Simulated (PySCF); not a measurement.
```xyz
7

C     1.1668   -0.6694    0.7304
C     0.0541   -0.4129    0.3385
C    -1.3014   -0.0189   -0.0376
F    -2.0138   -1.0344   -0.5307
F    -1.9516    0.4752    0.9917
F    -1.2612    0.9250   -0.9597
H     2.1516   -0.9841    0.8268
```

Geometry: GFN2-xTB, MD frame at 250 fs, 300 K.

All numbers below come from PySCF 2.14.0, PBE0/pcSseg-1, SCF density, gas phase, non-relativistic.

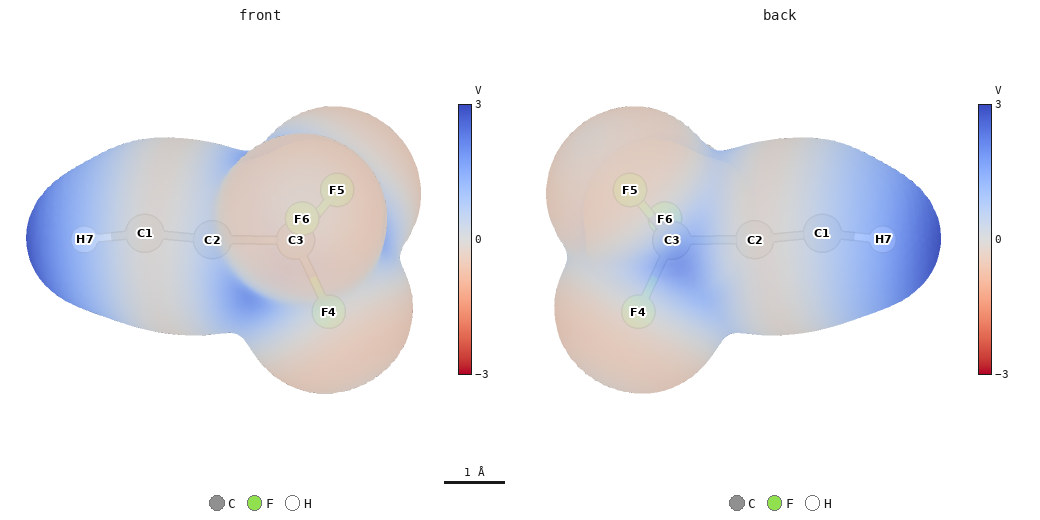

C₃HF₃ (SMILES C#CC(F)(F)F). The molecular electrostatic potential painted on the density surface at 0.004 e/bohr³, seen from the front and from behind; red is negative and blue positive.

Describe the electrostatic potential map.

Answer. The most negative region (about −0.5 V) lies over F4 and F6, the most positive (about +2.7 V) over H7.

How polar is the molecule by this calculation?

Answer. Its dipole moment is 2.21 D.
